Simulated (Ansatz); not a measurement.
# H₃NO₂Si + H₂: a complex and its separated parts, part 2 of 2

Ansatz 0.2.0, Gaussian basis. The steps go on from the part before.

### 13 CAM-B3LYP-D4/def2-TZVPP

The inputs:

parta/in.yaml

```yaml
crystal:
  periodic: [false, false, false]
  atoms:
    - {symbol: Si, position_ang: [0.609838, -0.002453, 0.220507]}
    - {symbol: N, position_ang: [1.016747, 1.441696, -0.262680]}
    - {symbol: O, position_ang: [0.857271, -1.482289, -0.387946]}
    - {symbol: O, position_ang: [-0.232576, -0.215362, 1.591685]}
    - {symbol: H, position_ang: [1.538176, 1.634551, -1.102885]}
    - {symbol: H, position_ang: [0.498828, -2.221682, 0.110040]}
    - {symbol: H, position_ang: [-0.445017, 0.599693, 2.054732]}
basis:
  gaussian: {orbitals: def2-TZVPP}
hamiltonian: {xc: {name: CAM-B3LYP}, dispersion: d4}
```

partb/in.yaml

```yaml
crystal:
  periodic: [false, false, false]
  atoms:
    - {symbol: H, position_ang: [-2.112402, -0.187228, -1.030308]}
    - {symbol: H, position_ang: [-1.730965, 0.433075, -1.193145]}
basis:
  gaussian: {orbitals: def2-TZVPP}
hamiltonian: {xc: {name: CAM-B3LYP}, dispersion: d4}
```

Each run has its own folder and the same command.

Run with:

```bash
> ansatz run in.yaml --threads 4 --pin off --events-out ev --progress --plain --max-ram 9574MiB
```

parta printed, shortened:

```text
Functional definition: CAM-B3LYP
  name "CAM-B3LYP"
  cite "Yanai, Tew & Handy, Chem. Phys. Lett. 393, 51 (2004) doi:10.1016/j.cplett.2004.06.011"
  cite "Iikura, Tsuneda, Yanai & Hirao, J. Chem. Phys. 115, 3540 (2001) doi:10.1063/1.1383587"
  cite "Becke, Phys. Rev. A 38, 3098 (1988) doi:10.1103/PhysRevA.38.3098"
  cite "Lee, Yang & Parr, Phys. Rev. B 37, 785 (1988) doi:10.1103/PhysRevB.37.785"
[...]
  # Exact exchange under (alpha + beta erf(omega r))/r, Becke's under what is left of 1/r.
[...]
925 factors; their error is unknown
225 factors; integrals over basis functions are off by at most 1.3e-5 eV
[...]
mean field -13513.80651049 eV, -496.6232292734 hartree, gradient 2.9e-5 eV, S^2 0.000000; 0 other end points of the search recorded, 0 dependent functions left out
reference -13513.80661655 eV, -496.6232331713 hartree; 20, 20 occupied and 157, 157 virtual orbitals, 925 factors
Total energy: -13513.91272733 eV, -496.6271326704 hartree
```

Log of partb, shortened:

```text
[... 6 set-up lines as earlier in the session ...]
[...]
  # Exact exchange under (alpha + beta erf(omega r))/r, Becke's under what is left of 1/r.
[...]
118 factors; their error is unknown
42 factors; integrals over basis functions are off by at most 6.3e-5 eV
[...]
mean field -31.88030371 eV, -1.1715795521 hartree, gradient 6.4e-5 eV, S^2 0.000000; 0 other end points of the search recorded, 0 dependent functions left out
reference -31.88037365 eV, -1.1715821224 hartree; 1, 1 occupied and 27, 27 virtual orbitals, 118 factors
Total energy: -31.88188706 eV, -1.1716377390 hartree
```

They took 4.3 s (parta), 0.35 s (partb) on 4 threads of Intel Xeon at 2.50GHz, shared host.

### 14 wB97X-V/def2-TZVPP

The same edit goes into each in.yaml of step 13 (parta, partb):

```diff
-hamiltonian: {xc: {name: CAM-B3LYP}, dispersion: d4}
+hamiltonian: {xc: {name: wB97X-V}}
```

The same command starts each run, in its folder.

Run with:

```bash
> ansatz run in.yaml --threads 4 --pin off --events-out ev --progress --plain --max-ram 9574MiB
```

Log of parta, shortened:

```text
Functional definition: wB97X-V
  name "wB97X-V"
  cite "Mardirossian & Head-Gordon, Phys. Chem. Chem. Phys. 16, 9904 (2014) doi:10.1039/C3CP54374A"
[... 2 set-up lines as earlier in the session ...]
[...]
      + integral(e_c_pw_opposite_spin*poly(b97_u_opposite, cos0, cos1)) + vv10(b, c)
925 factors; their error is unknown
199 factors; integrals over basis functions are off by at most 8.5e-6 eV
[...]
mean field -13512.18343278 eV, -496.5635822678 hartree, gradient 5.8e-5 eV, S^2 0.000000; 0 other end points of the search recorded, 0 dependent functions left out
reference -13512.18343108 eV, -496.5635822054 hartree; 20, 20 occupied and 157, 157 virtual orbitals, 925 factors
Total energy: -13512.18343108 eV, -496.5635822054 hartree
```

Output in partb, shortened:

```text
[... 5 set-up lines as earlier in the session ...]
[...]
      + integral(e_c_pw_opposite_spin*poly(b97_u_opposite, cos0, cos1)) + vv10(b, c)
118 factors; their error is unknown
42 factors; integrals over basis functions are off by at most 3.0e-5 eV
[...]
mean field -31.90859915 eV, -1.1726193905 hartree, gradient 8.8e-5 eV, S^2 0.000000; 0 other end points of the search recorded, 0 dependent functions left out
reference -31.90859815 eV, -1.1726193537 hartree; 1, 1 occupied and 27, 27 virtual orbitals, 118 factors
Total energy: -31.90859815 eV, -1.1726193537 hartree
```

They took 8 s (parta), 0.45 s (partb) on 4 threads of Intel Xeon at 2.50GHz, shared host.

### 15 wB97M-V/def2-TZVPP

Each input of step 14 (parta, partb) changes in the same lines:

```diff
-hamiltonian: {xc: {name: wB97X-V}}
+hamiltonian: {xc: {name: wB97M-V}}
```

The same command starts each run, in its folder.

Run with:

```bash
> ansatz run in.yaml --threads 4 --pin off --events-out ev --progress --plain --max-ram 9574MiB
```

Output in parta, shortened:

```text
Functional definition: wB97M-V
  name "wB97M-V"
  cite "Mardirossian & Head-Gordon, J. Chem. Phys. 144, 214110 (2016) doi:10.1063/1.4952647"
[... 2 set-up lines as earlier in the session ...]
  # Of w^i u^j: cxij and so on, Table III.
[...]
  gx(w, u) = 1 - cx + cx01*u + cx10*w
[...]
      + integral(e_c_pw_mod_opposite_spin*gos(b97_w_opposite, b97_u_opposite)) + vv10(b, c)
925 factors; their error is unknown
199 factors; integrals over basis functions are off by at most 8.5e-6 eV
[...]
mean field -13513.37505359 eV, -496.6073735248 hartree, gradient 6.4e-5 eV, S^2 0.000000; 0 other end points of the search recorded, 0 dependent functions left out
reference -13513.37509510 eV, -496.6073750504 hartree; 20, 20 occupied and 157, 157 virtual orbitals, 925 factors
Total energy: -13513.37509510 eV, -496.6073750504 hartree
```

Output in partb, shortened:

```text
[... 5 set-up lines as earlier in the session ...]
  # Of w^i u^j: cxij and so on, Table III.
[...]
  gx(w, u) = 1 - cx + cx01*u + cx10*w
[...]
      + integral(e_c_pw_mod_opposite_spin*gos(b97_w_opposite, b97_u_opposite)) + vv10(b, c)
118 factors; their error is unknown
42 factors; integrals over basis functions are off by at most 3.0e-5 eV
[...]
mean field -31.60111259 eV, -1.1613194676 hartree, gradient 7.3e-6 eV, S^2 0.000000; 0 other end points of the search recorded, 0 dependent functions left out
reference -31.60113684 eV, -1.1613203590 hartree; 1, 1 occupied and 27, 27 virtual orbitals, 118 factors
Total energy: -31.60113684 eV, -1.1613203590 hartree
```

Times: 8.1 s (parta), 0.46 s (partb) on 4 threads of Intel Xeon at 2.50GHz, shared host.

### 16 B2PLYP/def2-TZVPP

The same edit goes into each in.yaml of step 15 (parta, partb):

```diff
-hamiltonian: {xc: {name: wB97M-V}}
+hamiltonian: {xc: {name: B2PLYP}}
```

Each run has its own folder and the same command.

Run with:

```bash
> ansatz run in.yaml --threads 4 --pin off --events-out ev --progress --plain --max-ram 9574MiB
```

parta printed, shortened:

```text
Functional definition: B2PLYP
  name "B2PLYP"
  cite "Grimme, J. Chem. Phys. 124, 034108 (2006) doi:10.1063/1.2148954"
[... 2 set-up lines as earlier in the session ...]
[...]
1084 factors; integrals over basis functions are off by at most 9.3e-4 eV
[...]
mean field -13501.52071145 eV, -496.1717344864 hartree, gradient 4.6e-6 eV, S^2 0.000000; 0 other end points of the search recorded, 0 dependent functions left out
8 core orbitals not correlated: weight in the atoms' cores, before any rotation towards them, 1.000 or more for the frozen orbitals, at most 0.000 for the correlated occupied ones
reference -13501.52084856 eV, -496.1717395250 hartree; 12, 12 occupied and 157, 157 virtual orbitals, 1084 factors
second order -26.33560789 eV of doubles, -0.00000000 eV of singles
Total energy: -13508.63146269 eV, -496.4330497745 hartree
```

Output in partb, shortened:

```text
[... 5 set-up lines as earlier in the session ...]
[...]
145 factors; integrals over basis functions are off by at most 7.3e-4 eV
[...]
mean field -31.55848859 eV, -1.1597530647 hartree, gradient 1.1e-6 eV, S^2 0.000000; 0 other end points of the search recorded, 0 dependent functions left out
reference -31.55857801 eV, -1.1597563507 hartree; 1, 1 occupied and 27, 27 virtual orbitals, 145 factors
second order -1.02366737 eV of doubles, -0.00000000 eV of singles
Total energy: -31.83496820 eV, -1.1699135028 hartree
```

Wall times: 6.5 s (parta), 0.3 s (partb) on 4 threads of Intel Xeon at 2.50GHz, shared host.

### 17 PBE-QIDH/def2-TZVPP

The same edit goes into each in.yaml of step 16 (parta, partb):

```diff
-hamiltonian: {xc: {name: B2PLYP}}
+hamiltonian: {xc: {name: PBE-QIDH}}
```

The same command starts each run, in its folder.

Run with:

```bash
> ansatz run in.yaml --threads 4 --pin off --events-out ev --progress --plain --max-ram 9574MiB
```

Output in parta, shortened:

```text
Functional definition: PBE-QIDH
  name "PBE-QIDH"
  cite "Brémond, Sancho-García, Pérez-Jiménez & Adamo, J. Chem. Phys. 141, 031101 (2014) doi:10.1063/1.4890314"
[... 1 set-up line as earlier in the session ...]
[...]
1084 factors; integrals over basis functions are off by at most 9.3e-4 eV
[...]
mean field -13494.87931418 eV, -495.9276676383 hartree, gradient 8.1e-6 eV, S^2 0.000000; 0 other end points of the search recorded, 0 dependent functions left out
8 core orbitals not correlated: weight in the atoms' cores, before any rotation towards them, 1.000 or more for the frozen orbitals, at most 0.000 for the correlated occupied ones
reference -13494.87932458 eV, -495.9276680205 hartree; 12, 12 occupied and 157, 157 virtual orbitals, 1084 factors
second order -24.39476471 eV of doubles, -0.00000000 eV of singles
Total energy: -13503.01091281 eV, -496.2264983764 hartree
```

Output in partb, shortened:

```text
[... 4 set-up lines as earlier in the session ...]
[...]
145 factors; integrals over basis functions are off by at most 7.3e-4 eV
[...]
mean field -31.52724792 eV, -1.1586049912 hartree, gradient 1.4e-6 eV, S^2 0.000000; 0 other end points of the search recorded, 0 dependent functions left out
reference -31.52725434 eV, -1.1586052271 hartree; 1, 1 occupied and 27, 27 virtual orbitals, 145 factors
second order -0.95920792 eV of doubles, -0.00000000 eV of singles
Total energy: -31.84699031 eV, -1.1703553074 hartree
```

Wall times: 6 s (parta), 0.3 s (partb) on 4 threads of Intel Xeon at 2.50GHz, shared host.

### 18 RPA on PBE/def2-TZVPP

Each input of step 17 (parta, partb) changes in the same lines:

```diff
-hamiltonian: {xc: {name: PBE-QIDH}}
+hamiltonian: {xc: pbe}
+correlation: {method: rpa}
```

The same command starts each run, in its folder.

Run with:

```bash
> ansatz run in.yaml --threads 4 --pin off --events-out ev --progress --plain --max-ram 9574MiB
```

Output in parta, shortened:

```text
[... 4 set-up lines as earlier in the session ...]
[...]
1084 factors; integrals over basis functions are off by at most 9.3e-4 eV
[...]
mean field -13505.36077303 eV, -496.3128541464 hartree, gradient 1.7e-6 eV, S^2 0.000000; 1 other end points of the search recorded, 0 dependent functions left out
8 core orbitals not correlated: weight in the atoms' cores, before any rotation towards them, 1.000 or more for the frozen orbitals, at most 0.000 for the correlated occupied ones
reference -13469.39893517 eV, -494.9912809809 hartree; 12, 12 occupied and 157, 157 virtual orbitals, 1084 factors
Total energy: -13502.83028806 eV, -496.2198605391 hartree
```

Output in partb, shortened:

```text
[... 4 set-up lines as earlier in the session ...]
[...]
145 factors; integrals over basis functions are off by at most 7.3e-4 eV
[...]
mean field -31.73221895 eV, -1.1661375376 hartree, gradient 1.4e-6 eV, S^2 0.000000; 0 other end points of the search recorded, 0 dependent functions left out
reference -30.80639530 eV, -1.1321141459 hartree; 1, 1 occupied and 27, 27 virtual orbitals, 145 factors
Total energy: -32.86230395 eV, -1.2076673954 hartree
```

Wall times: 7 s (parta), 0.31 s (partb) on 4 threads of Intel Xeon at 2.50GHz, shared host.

### 19 CCSD(T)/def2-TZVPP

The same edit goes into each in.yaml of step 18 (parta, partb):

```diff
-hamiltonian: {xc: pbe}
-correlation: {method: rpa}
+correlation: {method: ccsd_t}
```

Each run has its own folder and the same command.

Run with:

```bash
> ansatz run in.yaml --threads 4 --pin off --events-out ev --progress --plain --max-ram 9574MiB
```

Output in parta, shortened:

```text
Functional definition: HF
  name "HF"
  cite "Fock, Z. Phys. 61, 126 (1930) doi:10.1007/BF01340294"
[... 1 set-up line as earlier in the session ...]
[...]
1084 factors; integrals over basis functions are off by at most 9.3e-4 eV
[...]
mean field -13470.78034185 eV, -495.0420467402 hartree, gradient 2.2e-6 eV, S^2 0.000000; 0 other end points of the search recorded, 0 dependent functions left out
8 core orbitals not correlated: weight in the atoms' cores, before any rotation towards them, 1.000 or more for the frozen orbitals, at most 0.000 for the correlated occupied ones
reference -13470.78034185 eV, -495.0420467402 hartree; 12, 12 occupied and 157, 157 virtual orbitals, 1084 factors
second order -21.73685428 eV of doubles, -0.00000000 eV of singles
cycle   1  -21.39991083 eV  change    3.4e-1 eV  update   1.0e-1
[...]
cycle  10  -21.98555888 eV  change   -3.5e-6 eV  update   1.8e-5
perturbative correction -0.87081373 eV, -0.0320018143 hartree
Total energy: -13493.63671447 eV, -495.8820029412 hartree
```

Output in partb, shortened:

```text
[... 4 set-up lines as earlier in the session ...]
[...]
145 factors; integrals over basis functions are off by at most 7.3e-4 eV
[...]
mean field -30.82769967 eV, -1.1328970670 hartree, gradient 4.3e-7 eV, S^2 0.000000; 0 other end points of the search recorded, 0 dependent functions left out
reference -30.82769967 eV, -1.1328970670 hartree; 1, 1 occupied and 27, 27 virtual orbitals, 145 factors
second order -0.86257611 eV of doubles, -0.00000000 eV of singles
cycle   1  -1.00723242 eV  change   -1.4e-1 eV  update   2.6e-2
[...]
cycle   7  -1.07308256 eV  change    6.9e-7 eV  update   4.1e-7
perturbative correction -0.00000000 eV, -0.0000000000 hartree
Total energy: -31.90078223 eV, -1.1723321236 hartree
```

They took 33 s (parta), 0.3 s (partb) on 4 threads of Intel Xeon at 2.50GHz, shared host; peak memory 1.7 GiB.

### 20 Vibrations of H₃NO₂Si

File vib-parta/in.yaml:

```yaml
crystal:
  periodic: [false, false, false]
  atoms:
    - {symbol: Si, position_ang: [0.609838, -0.002453, 0.220507]}
    - {symbol: N, position_ang: [1.016747, 1.441696, -0.262680]}
    - {symbol: O, position_ang: [0.857271, -1.482289, -0.387946]}
    - {symbol: O, position_ang: [-0.232576, -0.215362, 1.591685]}
    - {symbol: H, position_ang: [1.538176, 1.634551, -1.102885]}
    - {symbol: H, position_ang: [0.498828, -2.221682, 0.110040]}
    - {symbol: H, position_ang: [-0.445017, 0.599693, 2.054732]}
basis:
  gaussian: {orbitals: def2-TZVP}
hamiltonian: {xc: pbe0, dispersion: d4}
phonons: {temperatures: {t_min: 298.15, t_max: 900, t_step: 200}}
```

Run with:

```bash
> ansatz run in.yaml --threads 4 --pin off --events-out ev --progress --plain --max-ram 9574MiB
```

The log of the run, shortened:

```text
[... 5 set-up lines as earlier in the session ...]
[...]
857 factors; their error is unknown
[...]
mean field -13505.88710351 eV, -496.3321964349 hartree, gradient 4.4e-5 eV, S^2 0.000000; 0 other end points of the search recorded, 0 dependent functions left out
[...]
Atom 4 at     1.538176     1.634551    -1.102885 Å, force     0.000100    -0.000333    -0.000359 eV/Å
Atom 5 at     0.498828    -2.221682     0.110040 Å, force    -0.000365     0.000403     0.000210 eV/Å
Atom 6 at    -0.445017     0.599693     2.054732 Å, force    -0.000337    -0.000113    -0.000238 eV/Å
Dipole moment:    -0.176053    -0.425919     0.236490 e Å
Vibrations: 299.71 314.12 317.55 360.92 438.01 531.63 616.76 811.74 846.48 876.10 1000.22 1249.21 3673.06 3889.79 3892.46 cm⁻¹, zero-point energy 1.185150 eV
```

Run time: 94 s. Hardware: 4 threads of Intel Xeon at 2.50GHz, shared host.

The modes, with what each moves most:

```
mode  wavenumber (cm⁻¹)               character
   1                300                    bend
   2                314                    bend
   3                318                 torsion
   4                361                 torsion
   5                438                 torsion
   6                532                 torsion
   7                617                    bend
   8                812  Si–O stretch with bend
   9                846                    bend
  10                876                    bend
  11               1000            Si–O stretch
  12               1249            Si–N stretch
  13               3673             N–H stretch
  14               3890             O–H stretch
  15               3892             O–H stretch
```

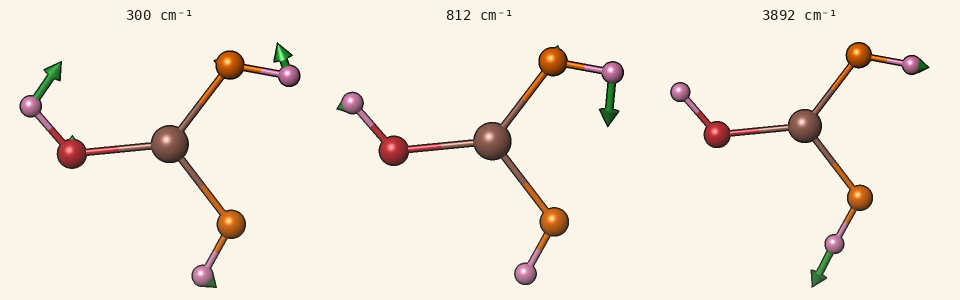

Displacements of 3 modes, as arrows.

Vibrational sums (real modes only):

```
T (K)  entropy (J/mol/K)  heat capacity (J/mol/K)
  298               32.2                     51.8
  498               64.8                     74.5
  698               91.9                     85.5
  898              114.4                     92.3
```

### 21 Vibrations of H₂

File vib-partb/in.yaml:

```yaml
crystal:
  periodic: [false, false, false]
  atoms:
    - {symbol: H, position_ang: [-2.112402, -0.187228, -1.030308]}
    - {symbol: H, position_ang: [-1.730965, 0.433075, -1.193145]}
basis:
  gaussian: {orbitals: def2-TZVP}
hamiltonian: {xc: pbe0, dispersion: d4}
phonons: {temperatures: {t_min: 298.15, t_max: 900, t_step: 200}}
```

Run with:

```bash
> ansatz run in.yaml --threads 4 --pin off --events-out ev --progress --plain --max-ram 9574MiB
```

The log of the run, shortened:

```text
[... 5 set-up lines as earlier in the session ...]
[...]
88 factors; their error is unknown
[...]
mean field -31.78865266 eV, -1.1682114383 hartree, gradient 1.8e-5 eV, S^2 0.000000; 0 other end points of the search recorded, 0 dependent functions left out
[...]
reference -31.78854967 eV, -1.1682076534 hartree; 1, 1 occupied and 11, 11 virtual orbitals, 88 factors
Total energy: -31.79027509 eV, -1.1682710612 hartree
Atom 0 at    -2.112402    -0.187228    -1.030308 Å, force     0.001184     0.001926    -0.000506 eV/Å
Atom 1 at    -1.730965     0.433075    -1.193145 Å, force    -0.001184    -0.001926     0.000506 eV/Å
Dipole moment:    -0.000000    -0.000000     0.000000 e Å
Vibrations: 4414.17 cm⁻¹, zero-point energy 0.273644 eV
```

Run time: 0.66 s. Hardware: 4 threads of Intel Xeon at 2.50GHz, shared host.

Wavenumbers and character of the modes:

```
mode  wavenumber (cm⁻¹)    character
   1               4414  H–H stretch
```

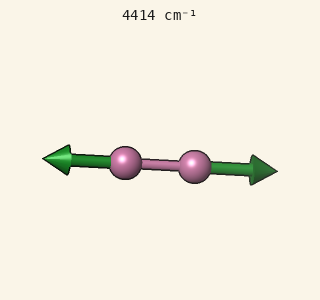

Displacements of 1 modes, as arrows.

Vibrational sums (real modes only):

```
T (K)  entropy (J/mol/K)  heat capacity (J/mol/K)
  298                0.0                      0.0
  498                0.0                      0.0
  698                0.0                      0.1
  898                0.1                      0.4
```

### 22 Complex less separated parts

The complex's own energies come from single points at the same levels.

Rows are in def2-TZVPP; times add the 3 runs of a level on a shared host, so small differences are noise.

Differences are taken before rounding.

```
      method                    rung  complex less parts (kcal/mol)  from CCSD(T) (kcal/mol)   time
       SPW92                     LDA                          -2.71                    -2.13  4.2 s
      PBE-D4                     GGA                          -1.38                    -0.80  5.9 s
     BLYP-D4                     GGA                          -0.78                    -0.19  6.6 s
   r2SCAN-D4                meta-GGA                          -0.97                    -0.39    9 s
      B97M-V                meta-GGA                          -1.00                    -0.41   16 s
     PBE0-D4                  hybrid                          -1.31                    -0.72  7.3 s
    B3LYP-D4                  hybrid                          -0.93                    -0.35  7.2 s
  r2SCAN0-D4                  hybrid                          -1.11                    -0.52   11 s
    BHLYP-D4                  hybrid                          -1.05                    -0.46  7.3 s
CAM-B3LYP-D4  range-separated hybrid                          -1.04                    -0.46  9.1 s
     wB97X-V  range-separated hybrid                          -1.09                    -0.50   17 s
     wB97M-V  range-separated hybrid                          -1.14                    -0.55   17 s
      B2PLYP           double hybrid                          -0.17                    +0.42   14 s
    PBE-QIDH           double hybrid                          -0.71                    -0.12   13 s
  RPA on PBE                     RPA                          -0.01                    +0.57   15 s
Hartree-Fock            wavefunction                           0.53                    +1.12       
         MP2            wavefunction                          -0.53                    +0.05       
        CCSD            wavefunction                          -0.46                    +0.13       
     CCSD(T)            wavefunction                          -0.59                        0   98 s
```

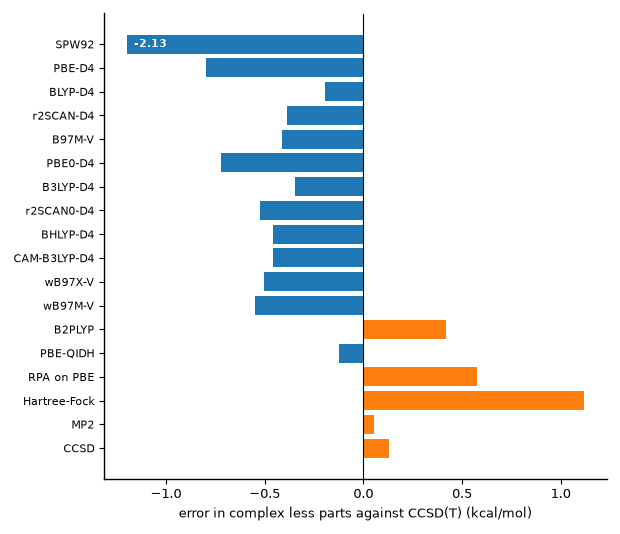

Error of each method against CCSD(T). Bars with a number in them are cut short.

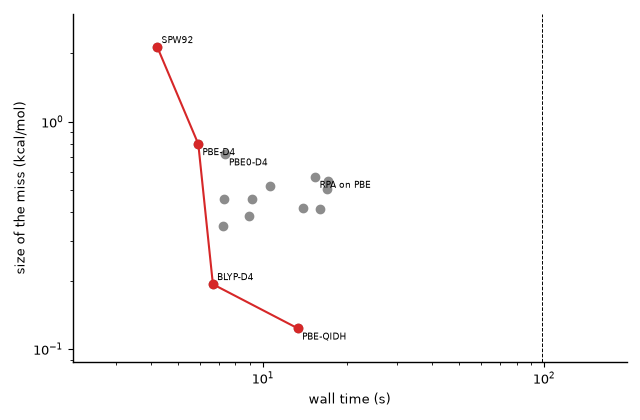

Miss against cost. Red marks the levels that no quicker level drawn beats (of those quicker than the yardstick), and the dashed line is the time of CCSD(T). Only those levels and the largest misses are named. Times are from a shared host.

For cost: PBE-QIDH gets within 0.12 kcal/mol in 13 s, where CCSD(T) took 98 s; the quickest level in the cost chart, SPW92, takes 4.2 s and misses by 2.13 kcal/mol.

The complex's zero-point energy, from a separate PBE0-D4 run, is 1.513 eV.

### 23 Summary of results

This closing draws on all 2 parts.

```
                              quantity           value
complex less parts, CCSD(T)/def2-TZVPP  -0.59 kcal/mol
                with zero-point energy  +0.67 kcal/mol
                 largest T1 diagnostic           0.014
```

What this shows: At CCSD(T) the complex lies 0.59 kcal/mol below its parts. The functionals run from PBE-QIDH, off by -0.12 kcal/mol, to SPW92, off by -2.13 kcal/mol, against CCSD(T). Mean unsigned error by rung: LDA 2.13, GGA 0.50, meta-GGA 0.40, hybrid 0.51, range-separated hybrid 0.50, double hybrid 0.27 kcal/mol. PBE-D4 gives a relative energy 0.80 kcal/mol too low, an error of 136 % of the reference. No counterpoise was applied, and triple zeta lacks some correlation, so the CCSD(T) reference has a basis error of its own, and close matches with it are partly luck.
